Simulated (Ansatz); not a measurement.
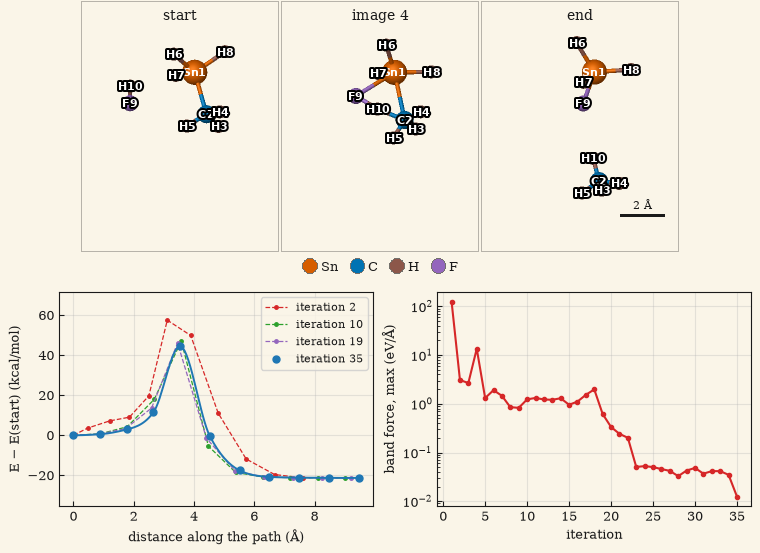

A search for the minimum-energy path of CH7FSn, made up at the start of CH₆Sn and HF by the nudged elastic band. Images are numbered from 0 (start) to 10 (end). The plot follows the band through its iterations. Style: ball-and-stick. Shown at a tilt.

All numbers below come from RHF/def2-SVP in Ansatz 0.2.0. Run with 9 movable images; climbing image; force threshold 0.03 eV/Å; iteration limit 60; starting path through a guess of the saddle point.

**How did the profile develop, and is the result final?**

The result is final at these settings. The band converged in 35 iterations. The largest component of the band force went from 130 to 0.012 eV/Å. The climbing image converged on the top of the path. Its vibrational analysis gives one imaginary mode (1681i cm⁻¹), as a transition state must have. The first iteration put the highest image at 364.1 kcal/mol. The energy climbs by 44.5 kcal/mol to image 4 and then falls by 65.8 kcal/mol, so the end point sits at −21.3 kcal/mol.

Limits of the set-up: the start holds two separate molecules, 2.5 Å apart at their closest, whose relative position is a soft coordinate and is computed without a dispersion correction; Hartree-Fock leaves out electron correlation.

The run took 10 min on 1 thread of Arm Neoverse V2, with other jobs on the host, peak memory 0.17 GiB.
